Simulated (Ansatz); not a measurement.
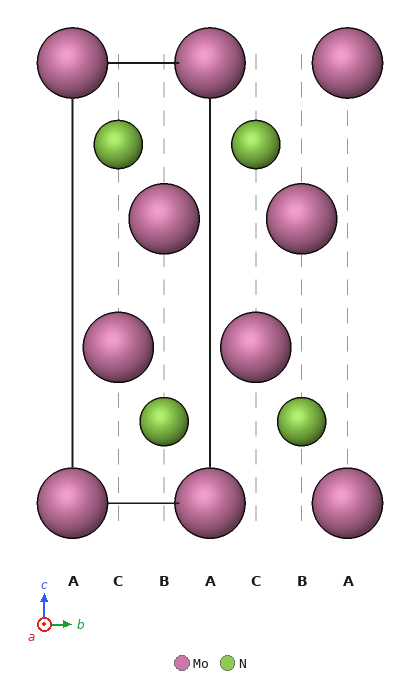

The picture looks along a close-packed row of the hexagonal mesh; c points upwards. The dashed lines mark the three columns A (0, 0), B (1/3, 2/3) and C (2/3, 1/3). The sequence starts with the first layer at or above the cell's origin.

The compound is Mo3N2, taken as the end point of a relaxation with Ansatz, DFT PBE, scalar-relativistic, plane waves, PAW; the starting structure was generated, so it need not be a known form of this composition.

**List the layers of one repeat.**

Mo(A) – N(B) – Mo(C) – Mo(B) – N(C) (five layers in 7.94 Å).
